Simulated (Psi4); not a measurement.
# One shape, several levels: doublet BCl−

Wanted: a comparison of 6 runs (UHF/STO-3G, UHF/3-21G, U-wB97M-V/def2-TZVPPD, UHSE06/def2-TZVPPD, UM06-L/def2-TZVPPD, UPBE0/def2-TZVPPD) of doublet BCl−. 

The calculation is run with Psi4 1.11.

## (1) The molecule

The species is BCl− (2 atoms), meant as a doublet with charge -1. As SMILES of the parent species, `[B]Cl`. The coordinates come from a PBE0-D4/def2-TZVP relaxation. That shape belongs to the parent species and isn't relaxed for this state.

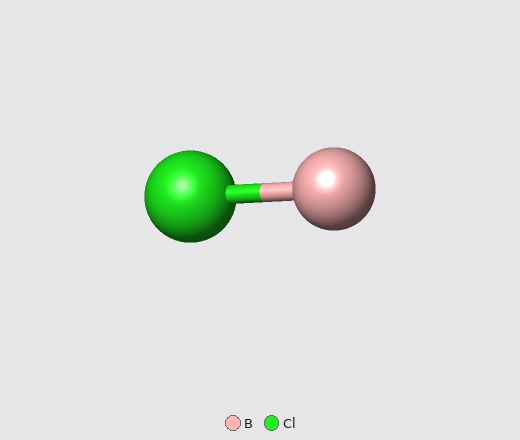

The structure, seen from a chosen angle (boron pink, chlorine green).

## (2) Energy and forces at UHF/STO-3G (run 1)

Input file bcl.in:

```
memory 2200 MB

molecule {
  -1 2
  B      0.00000000     0.00000000    -0.13163832
  Cl     0.00000000     0.00000000     3.11462770
  units bohr
  symmetry c1
}

set basis STO-3G
set reference uhf
set puream true
set e_convergence 1e-09
set d_convergence 1e-08
set scf_type pk
set maxiter 100

e, wfn = gradient("hf", return_wfn=True)
oeprop(wfn, "QUADRUPOLE", "LOWDIN_CHARGES", "DIPOLE", title="HF")
print_variables()
```

Launch:

```bash
$ psi4 -n 1 bcl.in bcl.out
```

bcl.out:

```text
[...]
  Running in c1 symmetry.
[...]
  Nuclear repulsion =   26.183929313346905
[...]
  Multiplicity = 2
[...]
  Nalpha       = 12
  Nbeta        = 11
[...]
    Number of basis functions: 14
[...]
   @UHF iter   1:  -478.63068148702263   -6.47037e-01   5.91462e-03 ADIIS/DIIS
[...]
   @UHF iter  10:  -478.63793171308777   -5.68434e-14   4.96014e-10 DIIS
[...]
   @S^2 Observed:                7.550630583E-01
[...]
    Orbital Energies [Eh]
    ---------------------
    Alpha Occupied:
       1A   -103.304520     2A    -10.006546     3A     -7.449181
       4A     -7.446384     5A     -7.445957     6A     -6.815619
       7A     -0.716872     8A     -0.243675     9A     -0.139433
      10A     -0.120980    11A      0.077160    12A      0.193008
    Alpha Virtual:
      13A      0.666947    14A      0.955429
    Beta Occupied:
       1A   -103.304209     2A    -10.006114     3A     -7.449427
[...]
  @UHF Final Energy:  -478.63793171308777
   => Energetics <=
    Nuclear Repulsion Energy =             26.1839293133469049
    One-Electron Energy =                -722.7798621053354964
    Two-Electron Energy =                 217.9580010789008497
    Total Energy =                       -478.6379317130877666
  UHF NO Occupations:
  HONO-2 :   10  A 1.9999254
  HONO-1 :   11  A 1.9975400
[...]
  -Total Gradient:
     Atom            X                  Y                   Z
    ------   -----------------  -----------------  -----------------
       1       -0.000000000000     0.000000000000     0.135479287183
       2        0.000000000000    -0.000000000000    -0.135479287187
[...]
 Multipole Moments:
 ------------------------------------------------------------------------------------
     Multipole            Electronic (a.u.)      Nuclear  (a.u.)        Total (a.u.)
 ------------------------------------------------------------------------------------
 L = 1.  Multiply by 2.5417464519 to convert [e a0] to [Debye]
 Dipole X            :          0.0000000            0.0000000            0.0000000
 Dipole Y            :          0.0000000            0.0000000            0.0000000
 Dipole Z            :          0.6266962            0.8694190            1.4961152
 Magnitude           :                                                    1.4961152
 L = 2.  Multiply by 1.3450342976 to convert [e a0^2] to [Debye ang]
 Quadrupole XX       :        -13.6865679            0.0000000          -13.6865679
 Quadrupole XY       :          0.0004136            0.0000000            0.0004136
[...]
```

Wall time 6 s (1 thread of Intel Xeon at 2.50GHz (Skylake/Cascade Lake), shared host); peak memory 0.18 GiB.

## (3) A single-point energy at UHF/3-21G (run 2)

Input file bcl.in:

```
memory 2.2 GB

molecule {
  -1 2
  B      0.000000     0.000000    -0.069660
  Cl     0.000000     0.000000     1.648190
  units angstrom
  symmetry c1
}

set globals {
  basis 3-21G
  reference uhf
  puream true
  e_convergence 1e-09
  d_convergence 1e-08
  scf_type pk
  maxiter 100
}

result, w = energy("scf", return_wfn=True)
```

Launch:

```bash
$ psi4 -n 1 bcl.in bcl.out
```

bcl.out:

```text
[...]
  Running in c1 symmetry.
[...]
  Nuclear repulsion =   26.183929276100940
[...]
  Multiplicity = 2
[...]
  Nalpha       = 12
  Nbeta        = 11
[...]
    Number of basis functions: 22
[...]
   @UHF iter   1:  -481.70990620999379   -3.72622e-01   6.60609e-03 DIIS/ADIIS
[...]
   @UHF iter  12:  -481.73070781284173   -3.41061e-13   3.00939e-09 DIIS
[...]
   @S^2 Observed:                7.583805897E-01
[...]
    Orbital Energies [Eh]
    ---------------------
    Alpha Occupied:
       1A   -103.862003     2A    -10.261752     3A     -7.724775
       4A     -7.722592     5A     -7.721343     6A     -7.311953
       7A     -0.895302     8A     -0.399848     9A     -0.282023
      10A     -0.262270    11A     -0.106066    12A      0.016546
    Alpha Virtual:
      13A      0.350243    14A      0.516390    15A      0.884155
      16A      0.899840    17A      0.936474    18A      0.966523
      19A      1.040502    20A      1.045463    21A      1.086174
      22A      1.240857
[...]
  @UHF Final Energy:  -481.73070781284173
   => Energetics <=
    Nuclear Repulsion Energy =             26.1839292761009403
    One-Electron Energy =                -722.8940265716819340
    Two-Electron Energy =                 214.9793894827392648
    Total Energy =                       -481.7307078128417288
  UHF NO Occupations:
  HONO-2 :   10  A 1.9997878
  HONO-1 :   11  A 1.9961758
[...]
 Multipole Moments:
 ------------------------------------------------------------------------------------
     Multipole            Electronic (a.u.)      Nuclear  (a.u.)        Total (a.u.)
 ------------------------------------------------------------------------------------
 L = 1.  Multiply by 2.5417464519 to convert [e a0] to [Debye]
 Dipole X            :          0.0000000            0.0000000            0.0000000
 Dipole Y            :          0.0000000            0.0000000            0.0000000
 Dipole Z            :          1.0496733            0.8694190            1.9190923
 Magnitude           :                                                    1.9190923
[...]
```

Wall time 4.8 s (1 thread of Intel Xeon at 2.50GHz (Skylake/Cascade Lake), shared host); peak memory 0.18 GiB.

Runs 3 to 5 aren't shown in full; the table further down has their settings and results.

## (4) A single-point energy at UPBE0/def2-TZVPPD (run 6)

Input file bcl.xyz:

```xyz
2
BCl
B      0.000000     0.000000    -0.069660
Cl     0.000000     0.000000     1.648190
```

Input file calc.py:

```python
import psi4

psi4.set_memory('2200 MB')
psi4.set_num_threads(1)
psi4.set_output_file('psi4.out', False)

with open('bcl.xyz') as f:
    atoms = ''.join(f.readlines()[2:])
molecule = psi4.geometry('-1 2\n' + atoms + 'symmetry c1')

options = {'basis': 'def2-TZVPPD', 'reference': 'uks', 'puream': True, 'e_convergence': 1e-09, 'd_convergence': 1e-08, 'scf_type': 'pk', 'dft_radial_points': 99, 'dft_spherical_points': 590, 'maxiter': 100}
psi4.set_options(options)

result, w = psi4.energy("PBE0", molecule=molecule, return_wfn=True)
psi4.oeprop(w, "WIBERG_LOWDIN_INDICES", "QUADRUPOLE", "MULLIKEN_CHARGES", title="PBE0")
print(f'total energy {result:.8f} hartree = {result * 27.211386:.5f} eV')
```

Launch:

```bash
$ python calc.py
```

psi4.out:

```text
[...]
  Running in c1 symmetry.
[...]
  Nuclear repulsion =   26.183929276100940
[...]
  Multiplicity = 2
[...]
  Nalpha       = 12
  Nbeta        = 11
[...]
    Number of basis functions: 88
[...]
   @UKS iter   1:  -484.65755247829293   -1.48984e-01   5.31654e-03 ADIIS/DIIS
[...]
   @UKS iter  13:  -484.80635924585033   -6.36646e-12   3.81340e-09 DIIS
[...]
   @S^2 Observed:                7.576891908E-01
[...]
  @UKS Final Energy:  -484.80635924585033
   => Energetics <=
    Nuclear Repulsion Energy =             26.1839292761009403
    One-Electron Energy =                -724.9943735563808787
    Two-Electron Energy =                 238.3621616383144044
    DFT Exchange-Correlation Energy =     -24.3580766038847898
    Empirical Dispersion Energy =           0.0000000000000000
    VV10 Nonlocal Energy =                  0.0000000000000000
    Total Energy =                       -484.8063592458503308
[...]
 Multipole Moments:
 ------------------------------------------------------------------------------------
     Multipole            Electronic (a.u.)      Nuclear  (a.u.)        Total (a.u.)
 ------------------------------------------------------------------------------------
 L = 1.  Multiply by 2.5417464519 to convert [e a0] to [Debye]
 Dipole X            :         -0.0000000            0.0000000           -0.0000000
 Dipole Y            :          0.0000000            0.0000000            0.0000000
 Dipole Z            :          1.5405689            0.8694190            2.4099879
 Magnitude           :                                                    2.4099879
 L = 2.  Multiply by 1.3450342976 to convert [e a0^2] to [Debye ang]
 Quadrupole XX       :        -20.6210152            0.0000000          -20.6210152
 Quadrupole XY       :         -0.0886273            0.0000000           -0.0886273
[...]
  Mulliken Charges: (a.u.)
   Center  Symbol    Alpha    Beta     Spin     Total
       1     B     3.28694  2.44556  0.84138 -0.73250
       2    CL     8.71306  8.55444  0.15862 -0.26750
   Total alpha = 12.00000, Total beta = 11.00000, Total charge = -1.00000
  Wiberg Bond Indices using Orthogonal Lowdin Orbitals:
  Total Bond Index:
  Irrep: 1 Size: 2 x 2
                 1                   2
[...]
```

Standard output:

```text
total energy -484.80635925 hartree = -13192.25298 eV
```

It took 20 s on 1 thread of Intel Xeon at 2.50GHz (Skylake/Cascade Lake), shared host; peak memory 0.58 GiB.

## (5) All runs side by side

| run | level | task | integration grid | energy (Eh) | HOMO energy (eV) | LUMO energy (eV) | ⟨S²⟩ | wall time |
| --- | --- | --- | --- | --- | --- | --- | --- | --- |
| 1 | UHF/STO-3G | gradient | – | -478.637932 | 5.25 | 18.15 | 0.755 | 6 s |
| 2 | UHF/3-21G | energy | – | -481.730708 | 0.45 | 9.53 | 0.758 | 4.8 s |
| 3 | U-wB97M-V/def2-TZVPPD | energy | 99 radial × 590 angular | -484.960766 | 0.47 | 4.10 | 0.753 | 58 s |
| 4 | UHSE06/def2-TZVPPD | gradient | 99 radial × 590 angular | -484.827562 | 2.57 | 3.56 | 0.758 | 51 s |
| 5 | UM06-L/def2-TZVPPD | gradient | 99 radial × 590 angular | -484.978481 | 3.19 | 3.68 | 0.759 | 44 s |
| 6 | UPBE0/def2-TZVPPD | energy | 99 radial × 590 angular | -484.806359 | 2.19 | 3.81 | 0.758 | 20 s |

## (6) Summary of results

```
                                 quantity          value
                      run 6: total energy  -484.80636 Eh
run 6: HOMO energy (highest over α and β)        2.19 eV
 run 6: LUMO energy (lowest over α and β)        3.81 eV
                              run 6: ⟨S²⟩          0.758
```

Totals of different functionals can't be ranked against each other. In runs 1, 2, 3, 4, 5, 6 the HOMO lies above zero, so the outermost electron may be held by the basis alone. In run 1 the basis is minimal, so the values are rough. All runs together took 3.1 min, the longest 58 s.
